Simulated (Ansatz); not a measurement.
# CH4FSi (SMILES [CH2][SiH2]F): USVWN5/6-311+G(d,p)

Aim: the vertical electron affinity of CH4FSi at USVWN5/6-311+G**, from 2 runs. 

The results are computed with Ansatz 0.2.0.

59 further runs of the same task are left out: 1 that didn't finish, 58 set aside as unsound or not needed.

## (1) The system as given

The species is CH4FSi (7 atoms), meant as a doublet with charge 0. SMILES: `[CH2][SiH2]F`. The shape is that of a PBE0-D4/def2-TZVP optimisation. This is one conformer, not always the lowest.

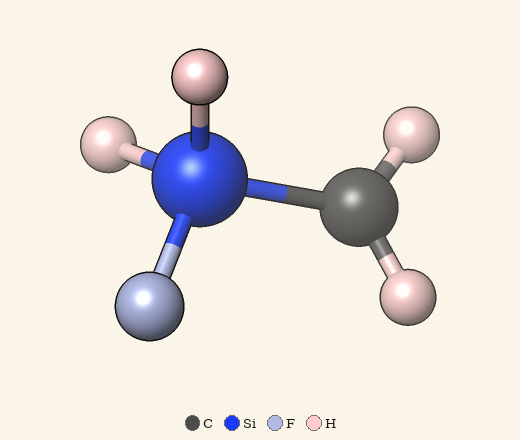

The structure, seen from a chosen angle (carbon dark grey, silicon blue, fluorine light blue, hydrogen pink).

## (2) A single-point energy at USVWN5/6-311+G(d,p)

run.yaml reads:

```yaml
crystal:
  periodic: [false, false, false]
  atoms:
    - symbol: C
      position_ang: [-0.871900, 0.281100, -0.615800]
    - symbol: Si
      position_ang: [0.588600, -0.157300, 0.392500]
    - symbol: F
      position_ang: [0.652600, -1.749500, 0.550500]
    - symbol: H
      position_ang: [-1.536000, -0.466000, -1.038500]
    - symbol: H
      position_ang: [-1.136000, 1.310700, -0.837900]
    - symbol: H
      position_ang: [0.509900, 0.430600, 1.755300]
    - symbol: H
      position_ang: [1.854000, 0.282500, -0.251700]
basis:
  gaussian:
    orbitals: 6-311+G_st__st_-spherical.json
magnetization:
  spin_polarized: true
  initial_magnetization: 1
hamiltonian:
  xc: {name: SVWN5}
accuracy: high
output:
  orbitals: {seedname: orbitals}
```

The basis set 6-311+G** is read from a file made from the Basis Set Exchange's data (not shown).

Command:

```bash
$ ansatz run run.yaml --threads 1 --pin off --max-ram 3480MiB --events-out events.jsonl --progress --plain --runs-dir runs
```

Standard output:

```text
Warning: RAYON_NUM_THREADS=1 ignored (pool sized by the plan → 1); use --threads N
Functional definition: SVWN5
  name "SVWN5"
  exchange = slater_x
  correlation = vwn5_c
1833 factors; integrals over basis functions are off by at most 4.3e-9 eV
mean field evaluation 1: about -11629.8637 eV, gradient 4.4e1 eV
mean field evaluation 2: about -11613.6138 eV, gradient 7.0e1 eV
mean field evaluation 4: about -11638.0581 eV, gradient 8.3e0 eV
mean field evaluation 8: about -11638.2928 eV, gradient 5.5e-2 eV
mean field evaluation 16: about -11638.2928 eV, gradient 4.1e-6 eV
mean field -11638.29283823 eV, -427.6993730869 hartree, gradient 3.8e-8 eV, S^2 0.752187; 0 other end points of the search recorded, 0 dependent functions left out
reference -11638.29284419 eV, -427.6993733059 hartree; 17, 16 occupied and 81, 82 virtual orbitals, 1833 factors
Total energy: -11638.29284419 eV, -427.6993733059 hartree
```

Run time: 4.2 s. Hardware: 1 thread of Arm Neoverse V2, shared host; peak memory 0.26 GiB.

## (3) The singlet anion, same level

molecule.yaml reads:

```yaml
crystal:
  periodic: [false, false, false]
  atoms:
    - {symbol: C, position_ang: [-0.871900, 0.281100, -0.615800]}
    - {symbol: Si, position_ang: [0.588600, -0.157300, 0.392500]}
    - {symbol: F, position_ang: [0.652600, -1.749500, 0.550500]}
    - {symbol: H, position_ang: [-1.536000, -0.466000, -1.038500]}
    - {symbol: H, position_ang: [-1.136000, 1.310700, -0.837900]}
    - {symbol: H, position_ang: [0.509900, 0.430600, 1.755300]}
    - {symbol: H, position_ang: [1.854000, 0.282500, -0.251700]}
basis:
  gaussian: {orbitals: 6-311+G_st__st_-spherical.json}
total_charge: -1
hamiltonian: {xc: {name: SVWN5}}
accuracy: high
output: {orbitals: {seedname: orbitals}}
```

The basis set 6-311+G** is read from a file made from the Basis Set Exchange's data (not shown).

Command:

```bash
$ ansatz run molecule.yaml --threads 1 --pin off --max-ram 3480MiB --events-out events.jsonl --progress --plain --runs-dir runs
```

Standard output:

```text
Warning: RAYON_NUM_THREADS=1 ignored (pool sized by the plan → 1); use --threads N
[... 4 set-up lines as earlier in the session ...]
1833 factors; integrals over basis functions are off by at most 4.3e-9 eV
mean field evaluation 1: about -11627.4146 eV, gradient 7.2e1 eV
mean field evaluation 2: about -11560.7934 eV, gradient 1.4e2 eV
mean field evaluation 4: about -11639.0992 eV, gradient 1.3e1 eV
mean field evaluation 8: about -11639.4827 eV, gradient 2.2e-1 eV
mean field evaluation 16: about -11639.4828 eV, gradient 3.3e-6 eV
mean field -11639.48280170 eV, -427.7431034378 hartree, gradient 7.0e-8 eV, S^2 0.000000; 0 other end points of the search recorded, 0 dependent functions left out
reference -11639.48280618 eV, -427.7431036024 hartree; 17, 17 occupied and 81, 81 virtual orbitals, 1833 factors
Total energy: -11639.48280618 eV, -427.7431036024 hartree
```

Wall time 3.3 s (1 thread of Arm Neoverse V2, shared host); peak memory 0.22 GiB.

## (4) Summary of results

At USVWN5/6-311+G**:

```
                                                            quantity          value
                                        doublet CH4FSi: total energy  -427.69937 Eh
                  doublet CH4FSi: HOMO energy (highest over α and β)       -5.88 eV
                   doublet CH4FSi: LUMO energy (lowest over α and β)       -4.39 eV
                                                doublet CH4FSi: ⟨S²⟩          0.752
                                         singlet anion: total energy  -427.74310 Eh
                                          singlet anion: HOMO energy        1.86 eV
                                          singlet anion: LUMO energy        3.57 eV
singlet anion: HOMO–LUMO gap (to an unbound level, set by the basis)        1.71 eV
                   vertical electron affinity (to the singlet anion)       1.190 eV
```

At fixed nuclei the extra electron is bound by 1.19 eV (27 kcal/mol). The HOMO (singlet anion) lies at positive energy, 1.86 eV, as semi-local functionals often give for anions; only total energies tell whether the electron is bound.
